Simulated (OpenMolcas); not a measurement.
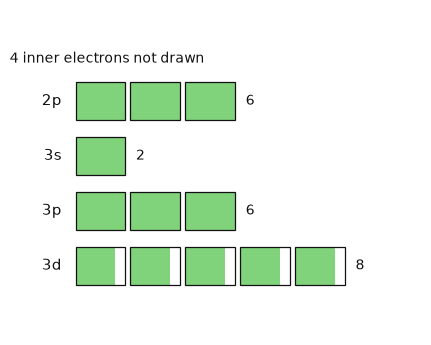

Figure 1. The outer shells of the leading configuration of the lowest level: a box for each of the 2l + 1 orbitals, shaded by the share of the shell that is filled, with the electron count at the right.

## Multiconfigurational calculation for Ni²⁺ complex

- system: Ni²⁺ with 6 ligands (Br; octahedron, 2.55 Å), neutralised by 6 outer point charges of +0.67 e, whose field is part of the energies.
- method: state-averaged CASSCF, active space 8 electrons in the shell 3d, basis ANO-RCC-VTZP on the metal and ANO-RCC-VDZP on the ligands, DKH2 scalar Hamiltonian, spin-orbit coupling by RASSI with atomic mean-field integrals (OpenMolcas)

Results in brief:

- outcome: converged
- energy of the lowest spin-free term: −17146.35433 hartree
- energy of the lowest spin-orbit level: −17146.35532 hartree
- largest spread among components of a term: 0.0 cm⁻¹
- hardware: 1 thread of Arm Neoverse V1, 24 GiB of memory available, shared host
- wall time: 89 s
- peak memory: 0.28 GiB

Notes:

Without dynamic correlation the splittings between terms come out too large, often by 20 to 50 %. To bear in mind: covalent bonds, ligand orbitals missing from the active space; distances are set from ionic radii, not optimised.

Input file:
```
&GATEWAY
Coord
7

Ni 0.0 0.0 0.0
Br 2.550000 0.000000 0.000000
Br 0.000000 2.550000 0.000000
Br -2.550000 0.000000 0.000000
Br 0.000000 -2.550000 0.000000
Br 0.000000 0.000000 2.550000
Br 0.000000 0.000000 -2.550000
Basis=Ni.ANO-RCC-VTZP,Br.ANO-RCC-VDZP
Group=XYZ
NoMove
AngMom=0.0 0.0 0.0
AMFI
RICD
XField
3 Angstrom 0
5.750000 0.000000 0.000000 0.666667
0.000000 5.750000 0.000000 0.666667
0.000000 0.000000 5.750000 0.666667
&SEWARD
&RASSCF
FileOrb=start.orb
Symmetry=1
Spin=3
nActEl=8 0 0
Inactive=57 60
Ras2=5 0
CIRoot=10 10 1
SDav=10
CIMx=300
Iter=150 100
PrWF=0.3
OrbListing=Nothing
MaxOrb=0
LevShft=1.0
>>> COPY $Project.JobIph JOB001
&RASSCF
FileOrb=start.orb
Symmetry=1
Spin=1
nActEl=8 0 0
Inactive=57 60
Ras2=5 0
CIRoot=15 15 1
SDav=15
CIMx=300
Iter=150 100
PrWF=0.3
OrbListing=Nothing
MaxOrb=0
LevShft=1.0
>>> COPY $Project.JobIph JOB002
&RASSI
NrOfJobIphs=2 10 15
1 2 3 4 5 6 7 8 9 10
1 2 3 4 5 6 7 8 9 10 11 12 13 14 15
IphNames
JOB001
JOB002
EJob
SpinOrbit
DIPRint=1.0
SOCoupling=1000.0
Subsets=2
Property=9
'ANGMOM' 1 'ANGMOM' 2 'ANGMOM' 3 'MLTPL  1' 1 'MLTPL  1' 2 'MLTPL  1' 3
'AMFI' 1 'AMFI' 2 'AMFI' 3
SOProperty=3
'ANGMOM' 1 'ANGMOM' 2 'ANGMOM' 3
```

The file start.orb holds starting orbitals from an earlier step. A driver script formed the levels outside the program, from RASSI's spin-orbit matrix and the active-space energies, averaged over the components of each term or state.

Command:
```bash
OMP_NUM_THREADS=1 MOLCAS_MEM=2457 MOLCAS_PROJECT=a pymolcas a.inp > a.log  # once for each step of the input, in one work folder
```

Output (extracts):
```
--- SEWARD ---
Basis set label: NI.ANO-RCC...6S5P3D2F1G.

      Electronic valence basis set:
      ------------------
      Associated Effective Charge  28.000000 au
      Associated Actual Charge     28.000000 au
      Nuclear Model: Point charge

      Shell  nPrim  nBasis  Cartesian Spherical Contaminant
         s      21       6        X
         p      15       5        X
         d      10       3                 X
         f       6       2                 X
         g       4       1                 X
                  Relativistic Douglas-Kroll-Hess integrals:
                    - DKH order of Hamiltonian: 2
                    - DKH order of Properties : 0
                  Atomic mean-field integrals
--- RASSCF ---
Wave function specifications:
      -----------------------------

      Number of closed shell electrons         234
      Number of electrons in active shells       8
      Max number of holes in RAS1 space          0
      Max nr of electrons in RAS3 space          0
      Number of inactive orbitals              117
      Number of active orbitals                  5
      Number of secondary orbitals              99
      Spin quantum number                      1.0
      State symmetry                             1
Orbital specifications:
      -----------------------

      Symmetry species                           1   2
                                                ag  au
      Frozen orbitals                            0   0
      Inactive orbitals                         57  60
      Active orbitals                            5   0
      RAS1 orbitals                              0   0
      RAS2 orbitals                              5   0
      RAS3 orbitals                              0   0
      Secondary orbitals                        49  50
      Deleted orbitals                           0   0
      Number of basis functions                111 110
      Number of CSFs                            10
      Number of root(s) required                10
      Iter CI   SX   CI       RASSCF       Energy    max ROT     max BLB   max BLB  Level Ln srch  Step   QN
          iter iter root      energy       change     param      element    value   shift minimum  type update
 Nr of preliminary CI iterations:   1
      Total energies have been shifted. Add               -17000.00 au
        1   1   17    0  -145.91984603    0.00E+00  -4.79E-02   62  68 1  2.41E-01*  1.43   0.00    SX    NO
        2   1   17    0  -146.18896002   -2.69E-01* -3.51E-02    4  71 2  1.05E-01*  1.19   0.00    SX    NO
        3   1   17    0  -146.27011927   -8.12E-02* -2.24E-02   13  61 2  5.07E-02*  1.17   0.00    SX    NO
        4   1   16    0  -146.29399848   -2.39E-02* -9.52E-03   10  69 1 -2.92E-02*  1.13   0.00    SX    NO
        5   1   16    0  -146.30230115   -8.30E-03* -1.15E-02   10  69 1 -2.14E-02*  1.13   2.34    LS   YES
        6   1   16    0  -146.30630597   -4.00E-03* -5.80E-03    6  73 2 -3.13E-02*  1.12   1.11    QN   YES
        7   1   15    0  -146.30760074   -1.29E-03* -3.11E-03   62  68 1 -8.69E-03*  1.10   1.03    QN   YES
        8   1   14    0  -146.30802176   -4.21E-04* -2.76E-03   10  69 1 -3.55E-03*  1.11   1.90    LS   YES
        9   1   13    0  -146.30814386   -1.22E-04* -9.59E-04   10  69 1 -1.70E-03*  1.11   1.02    QN   YES
       10   1   12    0  -146.30818413   -4.03E-05* -6.55E-04   10  69 1 -1.28E-03*  1.11   1.69    LS   YES
       11   1   12    0  -146.30819216   -8.02E-06* -5.61E-04   10  69 1 -9.91E-04*  1.11   1.01    QN   YES
       12   1   11    0  -146.30819881   -6.66E-06* -3.43E-04   10  69 1 -4.61E-04*  1.11   1.61    LS   YES
       13   1   11    0  -146.30819994   -1.13E-06* -9.15E-05   13  61 2 -2.81E-04*  1.11   1.01    QN   YES
       14   1   10    0  -146.30820059   -6.50E-07* -8.88E-05   13  61 2 -1.40E-04*  1.11   1.97    LS   YES
       15   1    9    0  -146.30820077   -1.85E-07* -5.54E-05   58  70 1  1.25E-04*  1.11   0.92    QN   YES
       16   1    9    0  -146.30820088   -1.03E-07* -6.77E-05   58  70 1  4.80E-05   1.11   2.22    LS   YES
       17   1    8    0  -146.30820091   -3.43E-08* -1.29E-05   62  74 1 -6.51E-05   1.11   0.83    QN   YES
       18   1    7    0  -146.30820092   -1.20E-08*  1.47E-05   10  63 1 -2.39E-05   1.11   1.89    QN   YES
       19   1    6    0  -146.30820093   -3.01E-09  -2.21E-05   10  63 1 -9.47E-06   1.11   2.50    LS   YES
      Convergence after 19 iterations
       20   1    6    0  -146.30820092    5.51E-09  -2.21E-05   62  74 1  3.84E-05   1.11   2.50    LS   YES
      Natural orbitals and occupation numbers for root  1
      sym 1:   2.000000   2.000000   1.000000   2.000000   1.000000
      Natural orbitals and occupation numbers for root  2
      sym 1:   2.000000   1.000000   1.000000   2.000000   2.000000
      Natural orbitals and occupation numbers for root  3
      sym 1:   2.000000   1.999997   1.999997   1.000003   1.000003
::    RASSCF root number  1 Total energy: -17146.35433053
::    RASSCF root number  2 Total energy: -17146.33758815
::    RASSCF root number  3 Total energy: -17146.33758814
::    RASSCF root number  4 Total energy: -17146.33758814
::    RASSCF root number  5 Total energy: -17146.32470833
::    RASSCF root number  6 Total energy: -17146.32470833
::    RASSCF root number  7 Total energy: -17146.32470833
::    RASSCF root number  8 Total energy: -17146.24692976
::    RASSCF root number  9 Total energy: -17146.24692976
::    RASSCF root number 10 Total energy: -17146.24692976
--- RASSCF ---
Wave function specifications:
      -----------------------------

      Number of closed shell electrons         234
      Number of electrons in active shells       8
      Max number of holes in RAS1 space          0
      Max nr of electrons in RAS3 space          0
      Number of inactive orbitals              117
      Number of active orbitals                  5
      Number of secondary orbitals              99
      Spin quantum number                      0.0
      State symmetry                             1
Orbital specifications:
      -----------------------

      Symmetry species                           1   2
                                                ag  au
      Frozen orbitals                            0   0
      Inactive orbitals                         57  60
      Active orbitals                            5   0
      RAS1 orbitals                              0   0
      RAS2 orbitals                              5   0
      RAS3 orbitals                              0   0
      Secondary orbitals                        49  50
      Deleted orbitals                           0   0
      Number of basis functions                111 110
      Number of CSFs                            15
      Number of root(s) required                15
      Iter CI   SX   CI       RASSCF       Energy    max ROT     max BLB   max BLB  Level Ln srch  Step   QN
          iter iter root      energy       change     param      element    value   shift minimum  type update
 Nr of preliminary CI iterations:   1
      Total energies have been shifted. Add               -17000.00 au
        1   1   10    0  -146.22470388    0.00E+00  -8.14E-03   61  67 1 -1.06E-02*  1.14   0.00    SX    NO
        2   1   11    0  -146.22511830   -4.14E-04* -5.94E-03   33  71 2 -5.36E-03*  1.15   0.00    SX    NO
        3   1   10    0  -146.22526958   -1.51E-04*  3.65E-03   61  67 1 -2.83E-03*  1.14   0.00    SX    NO
        4   1   10    0  -146.22533082   -6.12E-05*  2.54E-03   31  73 2 -1.14E-03*  1.14   0.00    SX    NO
        5   1    9    0  -146.22535657   -2.58E-05*  3.74E-03   61  67 1 -9.39E-04*  1.14   2.50    LS   YES
        6   1   10    0  -146.22537258   -1.60E-05*  1.18E-03   31  73 2  1.93E-03*  1.14   1.11    QN   YES
        7   1    9    0  -146.22537569   -3.12E-06* -1.22E-04   61  67 1  5.58E-04*  1.14   0.77    QN   YES
        8   1    7    0  -146.22537613   -4.35E-07* -4.12E-05   49  63 1 -1.23E-04*  1.14   1.12    QN   YES
        9   1    7    0  -146.22537617   -4.29E-08* -6.19E-05   49  63 1 -8.44E-05   1.14   2.50    LS   YES
       10   1    7    0  -146.22537618   -8.46E-09   1.74E-05   61  67 1 -1.11E-04*  1.14   0.60    QN   YES
       11   1    6    0  -146.22537620   -1.65E-08*  1.18E-05   49  63 1 -2.76E-05   1.14   1.18    QN   YES
       12   1    5    0  -146.22537620   -4.58E-10   1.05E-05   49  63 1 -1.60E-05   1.14   0.41    QN   YES
      Convergence after 12 iterations
       13   1    5    0  -146.22537620   -3.49E-10   1.05E-05   49  63 1 -6.39E-06   1.14   0.41    QN   YES
      Natural orbitals and occupation numbers for root  1
      sym 1:   1.822943   1.977407   1.136402   1.926845   1.136402
      Natural orbitals and occupation numbers for root  2
      sym 1:   1.840723   1.995187   1.136402   1.891286   1.136402
      Natural orbitals and occupation numbers for root  3
      sym 1:   1.755995   1.757259   1.999997   1.243789   1.242960
::    RASSCF root number  1 Total energy: -17146.27470053
::    RASSCF root number  2 Total energy: -17146.27470053
::    RASSCF root number  3 Total energy: -17146.26054065
::    RASSCF root number  4 Total energy: -17146.26054065
::    RASSCF root number  5 Total energy: -17146.26054065
::    RASSCF root number  6 Total energy: -17146.23211564
::    RASSCF root number  7 Total energy: -17146.22674884
::    RASSCF root number  8 Total energy: -17146.22674884
::    RASSCF root number  9 Total energy: -17146.22674883
::    RASSCF root number 10 Total energy: -17146.21765580
::    RASSCF root number 11 Total energy: -17146.21765580
::    RASSCF root number 12 Total energy: -17146.21429898
::    RASSCF root number 13 Total energy: -17146.21429898
::    RASSCF root number 14 Total energy: -17146.21429898
::    RASSCF root number 15 Total energy: -17146.05904929
--- RASSI ---
SPIN-FREE ENERGIES:
  (Shifted by EMIN (a.u.) =     -17146.3543305303)

 SF State       Relative EMIN(au)   Rel lowest level(eV)    D:o, cm**(-1)

     1             0.0000000000        0.0000000000              0.0000
     2             0.0167423860        0.4555835318           3674.5290
     3             0.0167423869        0.4555835575           3674.5292
     4             0.0167423887        0.4555836055           3674.5296
     5             0.0296222055        0.8060612751           6501.3226
     6             0.0296222061        0.8060612906           6501.3228
     7             0.0296222061        0.8060612906           6501.3228
    11             0.0796300034        2.1668427800          17476.7656
    12             0.0796300034        2.1668427800          17476.7656
    13             0.0937898805        2.5521526645          20584.4995
    14             0.0937898805        2.5521526645          20584.4995
    15             0.0937898805        2.5521526645          20584.4995
    10             0.1074007675        2.9225237685          23571.7439
     8             0.1074007675        2.9225237685          23571.7439
     9             0.1074007675        2.9225237685          23571.7439
    16             0.1222148950        3.3256367121          26823.0690
    17             0.1275816931        3.4716747281          28000.9451
    18             0.1275816945        3.4716747670          28000.9454
    19             0.1275816952        3.4716747848          28000.9455
    20             0.1366747309        3.7191088919          29996.6362
    21             0.1366747321        3.7191089240          29996.6364
    22             0.1400315502        3.8104526001          30733.3729
    23             0.1400315502        3.8104526001          30733.3729
    24             0.1400315511        3.8104526229          30733.3731
    25             0.2952812425        8.0350119403          64806.7418
     Dipole printing threshold changed to   1.00000000E+00
Eigenvalues of complex Hamiltonian:
   -----------------------------------
  (Shifted by EMIN (a.u.) =     -17146.3543305303)

 SO State       Relative EMIN(au)   Rel lowest level(eV)    D:o, cm**(-1)

     1            -0.0009850877        0.0000000015              0.0000
     2            -0.0009850877        0.0000000009              0.0000
     3            -0.0009850877        0.0000000000              0.0000
     4             0.0144872228        0.4210230186           3395.7797
     5             0.0144872245        0.4210230636           3395.7800
     6             0.0152829907        0.4426769671           3570.4305
     7             0.0152829917        0.4426769942           3570.4307
     8             0.0152829922        0.4426770067           3570.4308
     9             0.0177300714        0.5092654250           4107.5027
    10             0.0177300721        0.5092654433           4107.5028
    11             0.0177300725        0.5092654547           4107.5029
    12             0.0182525267        0.5234821559           4222.1683
    13             0.0251685641        0.7116771222           5740.0631
    14             0.0280666203        0.7905372480           6376.1129
    15             0.0280666203        0.7905372481           6376.1129
    16             0.0280666207        0.7905372586           6376.1130
    17             0.0322404815        0.9041137991           7292.1696
    18             0.0322404817        0.9041138023           7292.1696
    19             0.0322404816        0.9041138000           7292.1696
    20             0.0327871421        0.9189891900           7412.1477
    21             0.0327871424        0.9189891979           7412.1478
    22             0.0795573562        2.1916715514          17677.0232
    23             0.0795573562        2.1916715520          17677.0232
    24             0.0926007233        2.5465996510          20539.7114
    25             0.0926007232        2.5465996501          20539.7114
    26             0.0926007233        2.5465996504          20539.7114
    27             0.1064301353        2.9229171231          23574.9165
    28             0.1064301353        2.9229171234          23574.9165
    29             0.1073937097        2.9491373180          23786.3966
    30             0.1073937097        2.9491373187          23786.3966
    31             0.1073937097        2.9491373187          23786.3966
    32             0.1088243668        2.9880674815          24100.3896
    33             0.1088243668        2.9880674814          24100.3896
    34             0.1088243668        2.9880674815          24100.3896
    35             0.1099644013        3.0190893989          24350.5982
    36             0.1223254082        3.3554495325          27063.5256
    37             0.1276629355        3.5006910495          28234.9775
    38             0.1276629369        3.5006910884          28234.9778
    39             0.1276629376        3.5006911062          28234.9779
    40             0.1368082375        3.7495473967          30242.1393
    41             0.1368082387        3.7495474287          30242.1395
Weights of the five most important spin-orbit-free states for each spin-orbit state.

 SO State  Total energy (au)           Spin-free states, spin, and weights
 -------------------------------------------------------------------------------------------------------
    1        -0.000985       1 1.0  0.9515    4 1.0  0.0237    3 1.0  0.0237   15 0.0  0.0004    5 1.0  0.0002
    2        -0.000985       1 1.0  0.9515    2 1.0  0.0237    4 1.0  0.0237   13 0.0  0.0004    5 1.0  0.0002
    3        -0.000985       1 1.0  0.9515    2 1.0  0.0237    3 1.0  0.0237   14 0.0  0.0004    6 1.0  0.0002
    4         0.014487       2 1.0  0.5394    3 1.0  0.3718    5 1.0  0.0466    6 1.0  0.0190    4 1.0  0.0155
    5         0.014487       4 1.0  0.6023    3 1.0  0.2460    2 1.0  0.0784    7 1.0  0.0417    6 1.0  0.0288
    6         0.015283       2 1.0  0.4735    3 1.0  0.4735    6 1.0  0.0263    7 1.0  0.0263   19 0.0  0.0004
    7         0.015283       4 1.0  0.4735    2 1.0  0.4735    5 1.0  0.0263    7 1.0  0.0263   18 0.0  0.0004
    8         0.015283       4 1.0  0.4735    3 1.0  0.4735    5 1.0  0.0263    6 1.0  0.0263   17 0.0  0.0004
    9         0.017730       3 1.0  0.4582    2 1.0  0.4582    1 1.0  0.0472    6 1.0  0.0175    7 1.0  0.0175
   10         0.017730       4 1.0  0.4582    2 1.0  0.4582    1 1.0  0.0472    5 1.0  0.0175    7 1.0  0.0174
   11         0.017730       4 1.0  0.4582    3 1.0  0.4582    1 1.0  0.0472    5 1.0  0.0175    6 1.0  0.0174
   12         0.018253       4 1.0  0.3333    3 1.0  0.3333    2 1.0  0.3333    6 1.0  0.0000    7 1.0  0.0000
```

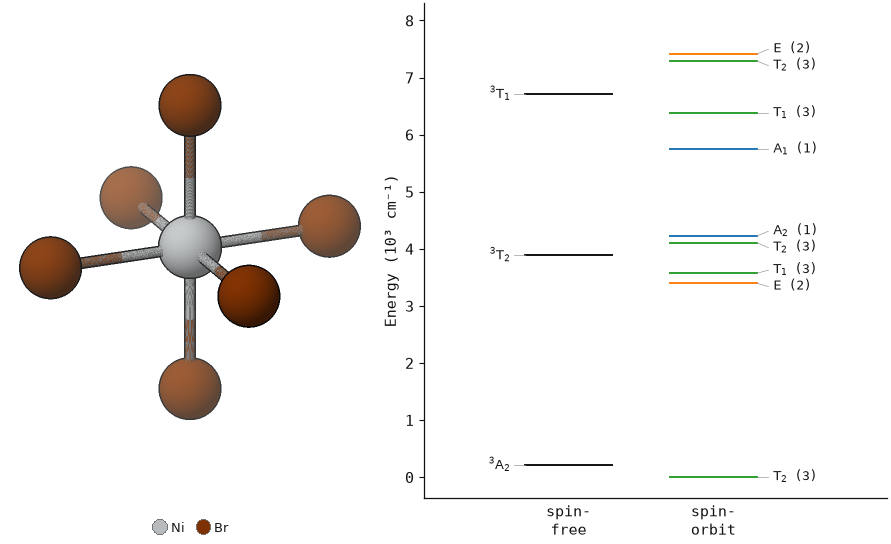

Figure 2. Ni²⁺ (3d⁸) with 6 ligands, Br⁻, at 2.55 Å (arrangement: octahedron, Oh), neutralised by outer point charges of +0.67 e, and its levels. Labels give the representation in O, Td, D4 or D3 as the site allows (double group for half-integer spin) where it could be assigned and, in brackets, the degeneracy; spin-free states, where drawn, share the zero of the spin-orbit levels. The ground level is T₂, 3-fold degenerate, 100 % from states of spin multiplicity 3. The next level lies at 3,400 cm⁻¹ (E). The lowest spin-free state is ³A₂, from the free-ion F term; of the same spin there follow at 3,670 cm⁻¹ (³T₂) and 6,500 cm⁻¹ (³T₁) above it. A ligand-field fit to the spin-free states gives |10Dq| = 3,820 cm⁻¹, B = 1,260 and C = 4,640 cm⁻¹ (rms misfit 80 cm⁻¹). The active orbitals hold 95 to 99 % metal character (Löwdin), and the Mulliken charge of the metal is +1.02.
